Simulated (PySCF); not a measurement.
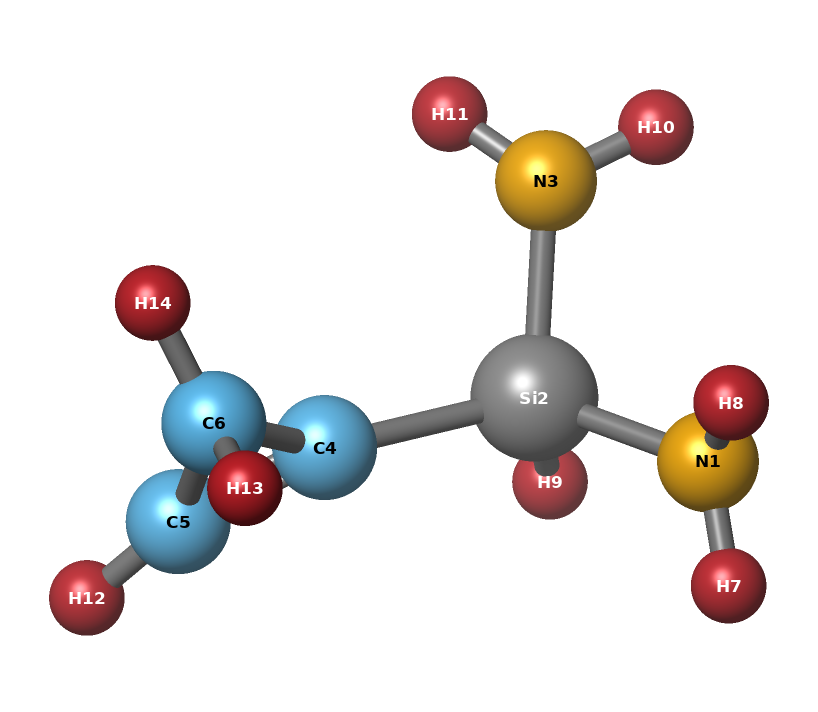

Computed geometry: GFN2-xTB optimisation. No frequency run is at hand to confirm it as a minimum. Level of theory: delta-SCF UKS SCAN, pcX-2 on the ionised atom, pcseg-1 elsewhere, spin-free X2C (PySCF 2.14.0).

Give the core-electron binding energies (to vacuum; p and d levels without spin–orbit splitting) of N1 1s, Si2 1s, Si2 2p, C4 1s, C5 1s, C6 1s.

```tsv
atom	level	binding energy (eV)
N1	1s	404.4
Si2	1s	1846.7
Si2	2p	106.9
C4	1s	289.9
C5	1s	290.3
C6	1s	290.5
```

The geometry is semi-empirical. Around Si such bond lengths and angles can be off by a tenth of an ångström or more and by several degrees, and values that hang on the shape move with them.
